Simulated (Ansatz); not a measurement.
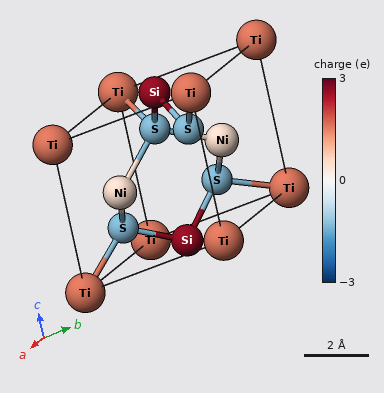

The image is a ball-and-stick drawing of a crystal, viewed slightly off an axis. The parallelepiped is the simulation cell. The atoms of this TiSiNi$_{2}$S$_{4}$ cell are coloured by their Bader charge.

The numbers come from DFT, PAW plane waves, r2SCAN in Ansatz, using plane waves to 500 eV, k-point mesh 5×5×5, Fermi-Dirac smearing of 0.1 eV, collinear spins. The state is ferrimagnetic.

Describe the charge distribution among the elements.

Answer. Most positive: Si; most negative: S. Charges: about Ti +1.6 e; Si +2.6 e; Ni +0.5 e; S -1.3 e.

What is drawn is a generated cell, made by putting these elements into a known structure type (the compound may or may not exist in this form); it hasn't been relaxed. It went into a calculation with Ansatz.

At this level of theory the cell isn't at rest (forces up to 0.7 eV/Å), so its distances can differ from those at equilibrium, the more so the softer the solid, and its magnetic state may change on relaxation.
